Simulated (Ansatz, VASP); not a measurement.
# GaP: VASP beside Ansatz

Wanted: the spread between two codes on one cell, functional and k mesh.

Program: Ansatz 0.2.0. Level of theory: plane waves, with VASP 6.6.1 beside it; band structure at PBE and single point at PBE. Results are calculated unless marked as measured.

## Step 1: The starting structure

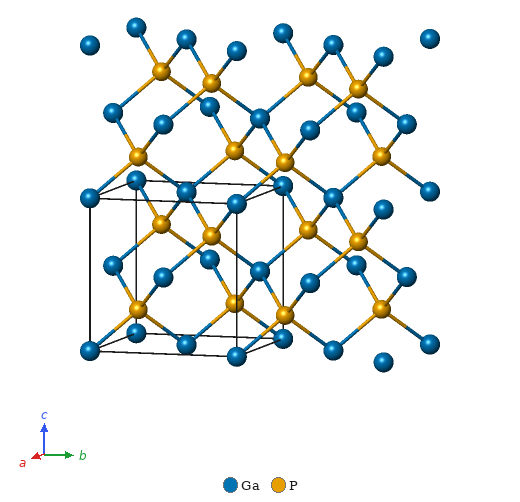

Start, viewed slightly off an axis; gallium blue, phosphorus orange. 1×2×2 cells are drawn. This picture shows the conventional cell, with its axes. Bonds to atoms that aren't drawn are left out. Some periodic images of atoms are drawn too.

As a file:

```cif
data_structure
_symmetry_space_group_name_H-M 'P 1'
_symmetry_Int_Tables_number 1
_cell_length_a 3.8541
_cell_length_b 3.8541
_cell_length_c 3.8541
_cell_angle_alpha 60.000
_cell_angle_beta 60.000
_cell_angle_gamma 60.000
_cell_volume 40.48
loop_
_atom_site_label
_atom_site_type_symbol
_atom_site_fract_x
_atom_site_fract_y
_atom_site_fract_z
_atom_site_occupancy
Ga1 Ga 0.00000 0.00000 0.00000 1
P2 P 0.25000 0.25000 0.25000 1
```

## Step 2: Ansatz: band structure, PBE

Ansatz runs on its default PAW (the set named soft_2) files.

Levels along a path test the potential and the projectors away from the mesh points.

The input, input.yaml:

```yaml
crystal:
  lattice:
    - [0.0, 2.72525, 2.72525]
    - [2.72525, 0.0, 2.72525]
    - [2.72525, 2.72525, 0.0]
  atoms:
    - { symbol: Ga, position: [0.0, 0.0, 0.0] }
    - { symbol: P, position: [0.25, 0.25, 0.25] }
hamiltonian:
  xc: pbe
  pseudopotentials: { kind: paw }
kpoints:
  mp_grid: { grid: [4, 4, 4] }
  band_path:
    path:
      - [0.0, 0.0, 0.0]
      - [0.18182, 0.0, 0.18182]
      - [0.36364, 0.0, 0.36364]
      - [0.40909, 0.0, 0.40909]
      - [0.5, 0.0, 0.5]
      - [0.5, 0.09091, 0.59091]
      - [0.5, 0.18182, 0.68182]
      - [0.5, 0.25, 0.75]
      - [0.45455, 0.29545, 0.75]
      - [0.40909, 0.34091, 0.75]
      - [0.375, 0.375, 0.75]
      - [0.20455, 0.20455, 0.40909]
      - [0.06818, 0.06818, 0.13636]
      - [0.04545, 0.04545, 0.04545]
      - [0.22727, 0.22727, 0.22727]
      - [0.40909, 0.40909, 0.40909]
      - [0.51136, 0.47727, 0.51136]
      - [0.55682, 0.38636, 0.55682]
      - [0.60227, 0.29545, 0.60227]
      - [0.61364, 0.25, 0.63636]
      - [0.56818, 0.25, 0.68182]
      - [0.51136, 0.25, 0.73864]
      - [0.5, 0.29545, 0.70455]
      - [0.5, 0.38636, 0.61364]
      - [0.5, 0.47727, 0.52273]
      - [0.47727, 0.47727, 0.54545]
      - [0.43182, 0.43182, 0.63636]
      - [0.38636, 0.38636, 0.72727]
      - [0.60227, 0.20455, 0.60227]
      - [0.55682, 0.11364, 0.55682]
      - [0.5, 0.0, 0.5]
    npoints: 1
scf:
  occupations: { method: gaussian, width: 0.01 }
  n_extra_bands: 7
output:
  forces: true
  stress: true
  eigenvalues: true
  write_density: true
  write_potential: true
  elf: true
  volumetric_format: npy
```

Started as:

```
$ ansatz run input.yaml --threads 2 --pin off --max-ram 4608MiB --backend cpu --events-out ev --progress --plain --runs-dir out
```

Numbers of over 12 decimals in the logs are rounded to 6 here.

The program printed:

```text
scf.n_extra_bands = 7 over 9 filled bands (N_el = 18.0): the run solves 16 bands
Engine: ansatz 0.2.0, aarch64-unknown-linux-gnu
Pseudopotentials: kind: paw
Pseudopotential: Ga, paw, valence charge 13, recommended cutoff 420 eV (normal), Ga.paw.azcp
Pseudopotential: P, paw, valence charge 5, recommended cutoff 420 eV (normal), P.paw.azcp
Functional definition: PBE
  parameter kappa = 0.804
  parameter beta = 0.066725
  exchange = pbe_x(kappa = kappa, mu = beta*pi^2/3)
  correlation = pbe_c(beta = beta)
Crystal: 2 atoms, lattice volume = 40.481 Å³
Basis set: ecut = 420 eV, 749 PW (Γ), exchange–correlation on 54×54×54 points (8 copies of the dense FFT grid, shifted against one another)
Bands: 16, of which v1, the nominal top of the filled ones, is band 9 counted from 1 (8 counted from 0)
Symmetry: 24 space group operations
Space group: F-43m (ITA 216), of the structure as read, at distance tolerance 3.4e-5 Å
k-points: 8 of 64 (time reversal used)
Non-local potential: Ga, projectors of the file, l = 0: 2, l = 1: 2, l = 2: 3, l = 3: 1
Non-local potential: P, projectors of the file, l = 0: 2, l = 1: 2, l = 2: 2
PAW form: soft (Blöchl's): semilocal exchange-correlation on the pseudo side does not see the compensation charge
PAW one-centre angular grid: Ga, 590 points (default); XC on 64 Gauss nodes
PAW one-centre angular grid: P, 110 points (default); XC on 64 Gauss nodes
Initial density: superposition of atomic densities (neutral atoms: chi_scale 0, normalization atom), corrected by the library's trained network
Initial wavefunctions: pseudopotential atomic-orbital guess
Functional: x = pbe(κ = 0.804, μ = 0.219515), c = pbe(β = 0.066725)
SCF iter   1: F=—  HF=-4539.408791 eV  |F-HF|=—  |Δ(HF+E_count)|=         —  Δρ=2.29e-3  dr2=1.10e-3  ethr=1.77e-3  ⟨swp⟩=6.8  Hψ=851  notcnv=0
preconditioner: auto → none  [insulator: Δε(μ)=1.644 eV  Ē_g=18.054 eV  σ=0.010 eV  W_gap=1.00  n_scr=14 (ndim 8)  ℏωp=24.8 eV  f_vac=0.011  D(μ)=0.00/eV (n_scr^D=0)  ε∞_Penn≈2.9]
SCF iter   2: F=—  HF=-4539.408339 eV  |F-HF|=—  |Δ(HF+E_count)|=   4.52e-4  Δρ=1.34e-3  dr2=4.15e-4  ethr=6.12e-6  ⟨swp⟩=2.9  Hψ=321  notcnv=0  defer=21
SCF iter   3: F=—  HF=-4539.408059 eV  |F-HF|=—  |Δ(HF+E_count)|=   2.80e-4  Δρ=4.94e-4  dr2=5.38e-5  ethr=2.30e-6  ⟨swp⟩=2.0  Hψ=214  notcnv=0  defer=21
SCF iter   4: F=—  HF=-4539.408062 eV  |F-HF|=—  |Δ(HF+E_count)|=   2.83e-6  Δρ=1.47e-4  dr2=4.66e-6  ethr=2.99e-7  ⟨swp⟩=2.1  Hψ=181  notcnv=0  defer=21
SCF iter   5: F=—  HF=-4539.408068 eV  |F-HF|=—  |Δ(HF+E_count)|=   6.29e-6  Δρ=3.31e-5  dr2=2.38e-7  ethr=2.59e-8  ⟨swp⟩=3.0  Hψ=196  notcnv=0  defer=21
SCF iter   6: F=-4539.408068 eV  HF=-4539.408068 eV  |F-HF|=1.24e-8  |Δ(HF+E_count)|=   1.00e-7  Δρ=1.12e-5  dr2=2.35e-8  ethr=5.56e-10  ⟨swp⟩=12.2  Hψ=918  notcnv=0
SCF 1 converged in 6 iterations: F = -4539.408068 eV  dr2 = 2.35e-8
  greatest PAW one-centre occupation: 0.994 electrons in one spin orbital (limit 2), on the Ga atom at site 0 (counted from 0), in its partial waves of l = 2
NSCF: frozen V_eff on 31 k-points
SCF converged after 6 iterations
Free energy (F): -4539.408068 eV
Harris-Foulkes:  -4539.408068 eV  (|F-HF|=1.24e-8)
Internal energy: -4539.408068 eV  (E = F + TS)
E sigma→0 (E₀):  -4539.408068 eV
Fermi energy:    7.946067 eV
--- Per-component energies (eV) ---
  E_band       = -57.821015
  E_kinetic    = 186.778776
  E_local      = -2201.177523  (includes V_loc(G=0)·N_el)
  E_nonlocal   = 459.085506
  E_hartree    = 1018.098996
  E_xc         = -130.813258
  E_vxc        = -119.085668  (∫ρ·V_xc dr)
  E_paw        = -2558.735517  (= ΣΔE_a)
  E_vpaw       = -419.612100  (= ΣTr[D̂ρ^β])
  E_aug_tail   = -0.000104  (compensation charges beyond the density's cutoff)
  E_ewald      = -1312.644944
  E_smearing   = -0.000000  (= −TS)
  E_closure    = 0.000000  (closes the sum)
  Σ components = -4539.408068   (vs F -4539.408068, Δ=0.00e0)
--- Forces (eV/Å), atoms counted from 1 ---
  atom   1  Ga     0.00000000    -0.00000000     0.00000000
  atom   2  P     -0.00000000    -0.00000000    -0.00000000
  max |Σ_I F_I| component: 9.25e-17 eV/Å
--- Stress (GPa, compression-positive) ---
        2.928647       0.000000      -0.000000
       -0.000000       2.928647       0.000000
       -0.000000       0.000000       2.928647
  P = ⅓ Tr σ = 2.9286 GPa (29.286 kbar)
--- Band table (eV; the first three rows and the last of 8) ---
  k-point 0: bands = [... 5 lower, -5.3691, 7.1316, 7.1316, 7.1316, 8.9509, 10.9864, 10.9864, 10.9864, ... 3 higher]
  k-point 1: bands = [... 5 lower, -4.5925, 3.2440, 6.4645, 6.4645, 9.2706, 11.8439, 11.8439, 13.4732, ... 3 higher]
  k-point 2: bands = [... 5 lower, -3.2974, 0.4779, 6.0070, 6.0070, 8.7872, 11.8176, 11.8176, 15.3976, ... 3 higher]
  k-point 7: bands = [... 5 lower, -2.2986, 0.5580, 3.5434, 3.6947, 11.8189, 11.9815, 13.2063, 13.2586, ... 3 higher]
```

Run time: 1.6 s. Hardware: 2 threads of Arm Neoverse N1, shared host; peak memory 0.28 GiB.

## Step 3: VASP: band structure, PBE

The same cell, functional, mesh and smearing now go to VASP, with its own data sets and cutoff.

Lines of VASP's logs that name or quote its potential files are left out, and so is its time.

The input, INCAR:

```
SYSTEM = GaP
PREC = Accurate
ENCUT = 430
EDIFF = 1E-08
NELM = 100
ISMEAR = 0
SIGMA = 0.01
LREAL = .FALSE.
ALGO = Normal
GGA = PE
NBANDS = 15
LORBIT = 11
LWAVE = .TRUE.
LCHARG = .FALSE.
KPAR = 8
```

The input, POSCAR:

```
GaP
1.0
    0.0000000000      2.7252500000      2.7252500000
    2.7252500000      0.0000000000      2.7252500000
    2.7252500000      2.7252500000      0.0000000000
Ga P
1 1
Direct
    0.0000000000      0.0000000000      0.0000000000
    0.2500000000      0.2500000000      0.2500000000
```

The input, KPOINTS:

```
Automatic mesh
0
Gamma
4 4 4
0 0 0
```

The input, KPOINTS_OPT:

```
Line mode
12
Line-mode
Reciprocal
  0.00000000   0.00000000   0.00000000 GAMMA
  0.50000000   0.00000000   0.50000000 X

  0.50000000   0.00000000   0.50000000 X
  0.50000000   0.25000000   0.75000000 W

  0.50000000   0.25000000   0.75000000 W
  0.37500000   0.37500000   0.75000000 K

  0.37500000   0.37500000   0.75000000 K
  0.00000000   0.00000000   0.00000000 GAMMA

  0.00000000   0.00000000   0.00000000 GAMMA
  0.50000000   0.50000000   0.50000000 L

  0.50000000   0.50000000   0.50000000 L
  0.62500000   0.25000000   0.62500000 U

  0.62500000   0.25000000   0.62500000 U
  0.50000000   0.25000000   0.75000000 W

  0.50000000   0.25000000   0.75000000 W
  0.50000000   0.50000000   0.50000000 L

  0.50000000   0.50000000   0.50000000 L
  0.37500000   0.37500000   0.75000000 K

  0.62500000   0.25000000   0.62500000 U
  0.50000000   0.00000000   0.50000000 X
```

The projector-augmented-wave data sets are Ga_d_GW and P_GW (PBE family, release 64).

Started as:

```
$ mpirun -np 8 vasp_std
```

The program printed:

```text
[banner, memory and clock lines left out]
running    8 mpi-ranks, on    1 nodes
 distrk:  each k-point on    1 cores,    8 groups
 distr:  one band on    1 cores,    1 groups

 POSCAR found type information on POSCAR GaP
 POSCAR found :  2 types and       2 ions
|                                                                             |
|           W    W    AA    RRRRR   N    N  II  N    N   GGGG   !!!           |
|           W    W   A  A   R    R  NN   N  II  NN   N  G    G  !!!           |
|           W    W  A    A  R    R  N N  N  II  N N  N  G       !!!           |
|           W WW W  AAAAAA  RRRRR   N  N N  II  N  N N  G  GGG   !            |
|           WW  WW  A    A  R   R   N   NN  II  N   NN  G    G                |
|           W    W  A    A  R    R  N    N  II  N    N   GGGG   !!!           |
|                                                                             |
|     For optimal performance we recommend to set                             |
|       NCORE = 2 up to number-of-cores-per-socket                            |
|     NCORE specifies how many cores store one orbital (NPAR=cpu/NCORE).      |
|     This setting can greatly improve the performance of VASP for DFT.       |
|     The default, NCORE=1 might be grossly inefficient on modern             |
|     multi-core architectures or massively parallel machines. Do your        |
|     Unfortunately you need to use the default for GW and RPA                |
|     calculations (for HF NCORE is supported but not extensively tested      |
|     yet).                                                                   |
|                                                                             |

 LDA part: xc-table for (Slater+PW92), standard interpolation
 POSCAR, INCAR and KPOINTS ok, starting setup
 FFT: planning ... GRIDC
 FFT: planning ... GRID_SOFT
 FFT: planning ... GRID
 WAVECAR not read
 entering main loop
       N       E                     dE             d eps       ncg     rms          rms(c)
DAV:   1     0.117725133690E+03    0.11773E+03   -0.96269E+03   272   0.136E+03
DAV:   2    -0.412112655167E+00   -0.11814E+03   -0.11390E+03   275   0.325E+02
DAV:   3    -0.894442945254E+01   -0.85323E+01   -0.84321E+01   346   0.112E+02
DAV:   4    -0.926359886950E+01   -0.31917E+00   -0.31911E+00   384   0.217E+01
DAV:   5    -0.926638563568E+01   -0.27868E-02   -0.27867E-02   339   0.150E+00    0.487E+00
DAV:   6    -0.898726357780E+01    0.27912E+00   -0.48901E-01   374   0.147E+01    0.276E+00
DAV:   7    -0.895366692607E+01    0.33597E-01   -0.11256E-01   324   0.295E+00    0.102E+00
DAV:   8    -0.895445028892E+01   -0.78336E-03   -0.91490E-03   270   0.747E-01    0.155E-01
DAV:   9    -0.895494952823E+01   -0.49924E-03   -0.12109E-03   340   0.352E-01    0.518E-02
DAV:  10    -0.895513809361E+01   -0.18857E-03   -0.20978E-04   276   0.118E-01    0.139E-02
DAV:  11    -0.895515048106E+01   -0.12387E-04   -0.23928E-05   395   0.473E-02    0.316E-03
DAV:  12    -0.895515131004E+01   -0.82898E-06   -0.17174E-06   269   0.944E-03    0.650E-04
DAV:  13    -0.895515123999E+01    0.70051E-07   -0.83804E-08   385   0.249E-03    0.111E-04
DAV:  14    -0.895515123743E+01    0.25602E-08   -0.63527E-09   248   0.899E-04
   1 F= -.89551512E+01 E0= -.89551512E+01  d E =-.121801E-47
 Start KPOINTS_OPT (optional k-point list driver)
k-point batch [1-8\120]
       N       E                     dE             ncg
DAV:   1     0.286740544748E+03   -0.13266E+04      256
DAV:   2    -0.705219336234E+03   -0.99196E+03      275
DAV:   3    -0.784818955035E+03   -0.79600E+02      317
DAV:   4    -0.787629217316E+03   -0.28103E+01      350
DAV:   5    -0.787726893290E+03   -0.97676E-01      357
DAV:   6    -0.787729249083E+03   -0.23558E-02      322
DAV:   7    -0.787729367500E+03   -0.11842E-03      371
DAV:   8    -0.787729368609E+03   -0.11088E-05      342
DAV:   9    -0.787729368645E+03   -0.36370E-07      332
DAV:  10    -0.787729368646E+03   -0.10015E-08      260
[...]
k-point batch [113-120\120]
       N       E                     dE             ncg
DAV:   1     0.519216198664E+02   -0.49056E+04      280
DAV:   2    -0.812940189103E+03   -0.86486E+03      261
DAV:   3    -0.878153017588E+03   -0.65213E+02      345
DAV:   4    -0.880619531162E+03   -0.24665E+01      449
DAV:   5    -0.880630687180E+03   -0.11156E-01      296
DAV:   6    -0.880631165949E+03   -0.47877E-03      402
DAV:   7    -0.880631172906E+03   -0.69571E-05      356
DAV:   8    -0.880631173225E+03   -0.31878E-06      417
DAV:   9    -0.880631173230E+03   -0.53070E-08      291
 writing wavefunctions
```

From OUTCAR (step 3):

```text
ion  position               nearest neighbor table
   1  0.000  0.000  0.000-   2 2.36   2 2.36   2 2.36   2 2.36
   2  0.250  0.250  0.250-   1 2.36   1 2.36   1 2.36   1 2.36

  LATTYP: Found a face centered cubic cell.
 ALAT       =     5.4505000000

 Subroutine GETGRP returns: Found 24 space group operations
 (whereof 24 operations were pure point group operations)

The static configuration has the point symmetry T_d .

 Found      8 irreducible k-points:

   k-points           NKPTS =      8   k-points in BZ     NKDIM =      8   number of bands    NBANDS=     15

   dimension x,y,z NGX =    28 NGY =   28 NGZ =   28
   dimension x,y,z NGXF=    56 NGYF=   56 NGZF=   56

   ENCUT  =  430.0 eV  31.60 Ry    5.62 a.u.   6.52  6.52  6.52*2*pi/ulx,y,z

   NELECT =      18.0000    total number of electrons

 k-points in reciprocal lattice and weights: Automatic mesh
   0.00000000  0.00000000  0.00000000       0.016
   0.25000000  0.00000000  0.00000000       0.125
   0.50000000  0.00000000  0.00000000       0.062
   0.25000000  0.25000000  0.00000000       0.094
   0.50000000  0.25000000  0.00000000       0.375
  -0.25000000  0.25000000  0.00000000       0.188
   0.50000000  0.50000000  0.00000000       0.047
  -0.25000000  0.50000000  0.25000000       0.094

 average (electrostatic) potential at core
       1 -65.6692       2 -74.7321

 E-fermi :   4.5062

 k-point     1 :       0.0000    0.0000    0.0000
  band No.  band energies     occupation
    ...
      5     -10.0914      2.00000
      6      -8.0963      2.00000
      7       4.4052      2.00000
      8       4.4052      2.00000
      9       4.4052      2.00000
     10       6.2183      0.00000
     11       8.2588      0.00000
     12       8.2588      0.00000
     13       8.2588      0.00000
     14      13.2092      0.00000
    ...

 k-point     2 :       0.2500    0.0000    0.0000
  band No.  band energies     occupation
    ...
      5     -10.0900      2.00000
      6      -7.3204      2.00000
      7       0.5160      2.00000
      8       3.7384      2.00000
      9       3.7384      2.00000
     10       6.5414      0.00000
     11       9.1168      0.00000
     12       9.1168      0.00000
     13      10.7465      0.00000
     14      13.3261      0.00000
    ...

 k-point     3 :       0.5000    0.0000    0.0000
  band No.  band energies     occupation
    ...
      5     -10.0839      2.00000
      6      -6.0267      2.00000
      7      -2.2488      2.00000
      8       3.2811      2.00000
      9       3.2811      2.00000
     10       6.0580      0.00000
     11       9.0900      0.00000
     12       9.0900      0.00000
     13      12.6742      0.00000
     14      15.2939      0.00000
    ...

  Total        0.7240806      0.7240806      0.7240806      0.0000000     -0.0000000      0.0000000
  in kB       28.6581707     28.6581707     28.6581707      0.0000000     -0.0000000      0.0000000
  external PRESSURE =      28.6581707 kB  Pullay stress =       0.0000000 kB

  energy-cutoff  :      430.00
  volume of cell :       40.48
      direct lattice vectors                 reciprocal lattice vectors
     0.000000000  2.725250000  2.725250000    -0.183469406  0.183469406  0.183469406
     2.725250000  0.000000000  2.725250000     0.183469406 -0.183469406  0.183469406
     2.725250000  2.725250000  0.000000000     0.183469406  0.183469406 -0.183469406

 POSITION                                       TOTAL-FORCE (eV/Angst)
 -----------------------------------------------------------------------------------
      0.00000      0.00000      0.00000         0.000000      0.000000      0.000000
      1.36262      1.36262      1.36262        -0.000000     -0.000000     -0.000000
 -----------------------------------------------------------------------------------
    total drift:                                0.000011      0.000011      0.000011

  FREE ENERGIE OF THE ION-ELECTRON SYSTEM (eV)
  ---------------------------------------------------
  free  energy   TOTEN  =        -8.9551512374 eV

  energy  without entropy=       -8.9551512374  energy(sigma->0) =       -8.95515124

 total charge
# of ion       s       p       d       tot
------------------------------------------
    1        0.842   0.857   9.966  11.665
    2        1.109   1.750   0.045   2.904
--------------------------------------------------
tot          1.951   2.607  10.011  14.569

[... 3 further parts left out ...]
```

The run ends at a pressure of 2.87 GPa.

(Continued in part 2 of 2.)

[Lines on the potential files, build, host, timing and source positions are cut from VASP's logs without a mark.]

[Logs are printed without paths, hosts, clocks, repeated set-up lines and the standing remarks that a program may print on its own settings, such as how far it seeks lower states.]

[Hosts, paths, dates, database ids (printed as entryN), source tags and the programs' standing remarks are cut or masked in the printed files.]
